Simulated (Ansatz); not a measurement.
# AlH3O2: the cost of one run

Program: the Python package of Ansatz 0.2.0. The levels of theory stand in the script. These are calculated values, not measurements.

**1. Starting point**

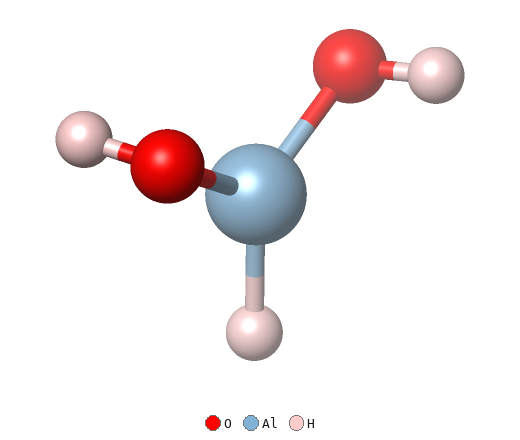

The starting structure, viewed from a chosen angle; oxygen red, aluminium light blue, hydrogen pink.

The script holds or builds the structure itself.

**2. Script**

Input file composite_alh3o2.py:

```python
"""A composite energy for AlH3O2: DFT geometry, MP2 basis limit, coupled-cluster correction."""

import itertools

import ansatz
from ase.data import atomic_numbers, covalent_radii
import numpy as np

geometry = (
    ansatz.Crystal.molecule()
    .atom("O", (-1.2356, -0.8777, -0.6936))
    .atom("Al", (0.1634, 0.2016, -0.2778))
    .atom("O", (0.7567, 0.2442, 1.4346))
    .atom("H", (-1.9889, -0.2262, -0.5721))
    .atom("H", (0.8905, 1.0668, -1.4231))
    .atom("H", (1.456, -0.4726, 1.4858))
)

job = (
    geometry.calculation()
    .basis(gaussian="def2-SVP")
    .functional("pbe0", dispersion="d3bj")
    .scf(lower_state_search="off")
)
symbols = [site.symbol for site in geometry.cartesian_sites]
start = np.array([site.position_ang for site in geometry.cartesian_sites], dtype=float)
rep = job.relax(force_tolerance=0.01).run(threads=1).report
end = np.array(rep["positions_ang"])
# pairs closer than 1.2 times the sum of covalent radii, before or after
radius = [covalent_radii[atomic_numbers[s]] for s in symbols]
span = lambda where, i, j: np.linalg.norm(where[i] - where[j])
bonded = [(i, j) for i, j in itertools.combinations(range(len(symbols)), 2) if min(span(start, i, j), span(end, i, j)) < 1.2 * (radius[i] + radius[j])]
print("pair        before    after (A)")
for i, j in bonded:
    print(f"{symbols[i]}{i}-{symbols[j]}{j}".ljust(10), f"{span(start, i, j):8.4f} {span(end, i, j):8.4f}")

minimum = ansatz.Crystal.molecule()
for symbol, place in zip(symbols, end):
    minimum = minimum.atom(symbol, place.tolist())
at_minimum = minimum.calculation()
# MP2 extrapolated to the basis limit, plus the small-basis difference CCSD(T) - MP2
level = lambda method, basis: at_minimum.basis(gaussian=basis).correlation(method).run(threads=1).report
small, large, cluster = level("mp2", "cc-pVDZ"), level("mp2", "cc-pVTZ"), level("ccsd_t", "cc-pVDZ")
corr = lambda each: (each["free_energy_ev"] - each["reference_energy_ev"]) / 27.211386246
mp2_limit = (27 * corr(large) - 8 * corr(small)) / 19
pieces = {"HF / cc-pVTZ": large["reference_energy_ev"] / 27.211386246, "MP2 correlation, DZ-TZ limit": mp2_limit, "CCSD(T) - MP2 / cc-pVDZ": corr(cluster) - corr(small)}
for name, value in pieces.items():
    print(f"{name:32s} {value:14.6f} Ha")
print(f"{'sum':32s} {sum(pieces.values()):14.6f} Ha")
print("T1 diagnostic", round(cluster["correlation"]["coupled_cluster"]["t1_diagnostic"], 4))
```

**3. What the engine is handed**

The package turns the script's settings into the engine's input (first run):

```yaml
crystal:
  periodic: [false, false, false]
  atoms:
    - { symbol: O, position_ang: [-1.2356, -0.8777, -0.6936] }
    - { symbol: Al, position_ang: [0.1634, 0.2016, -0.2778] }
    - { symbol: O, position_ang: [0.7567, 0.2442, 1.4346] }
    - { symbol: H, position_ang: [-1.9889, -0.2262, -0.5721] }
    - { symbol: H, position_ang: [0.8905, 1.0668, -1.4231] }
    - { symbol: H, position_ang: [1.456, -0.4726, 1.4858] }
basis:
  gaussian:
    orbitals: def2-SVP
hamiltonian:
  xc: pbe0
  dispersion: d3bj
scf:
  lower_state_search: "off"
relax:
  f_tol: 0.01
```

**4. Running it**

Command:

```sh
python composite_alh3o2.py
```

Q: Estimate wall time and peak memory on 1 thread of Arm Neoverse V2, shared host.

About 11 s, with a peak of 0.27 GiB.
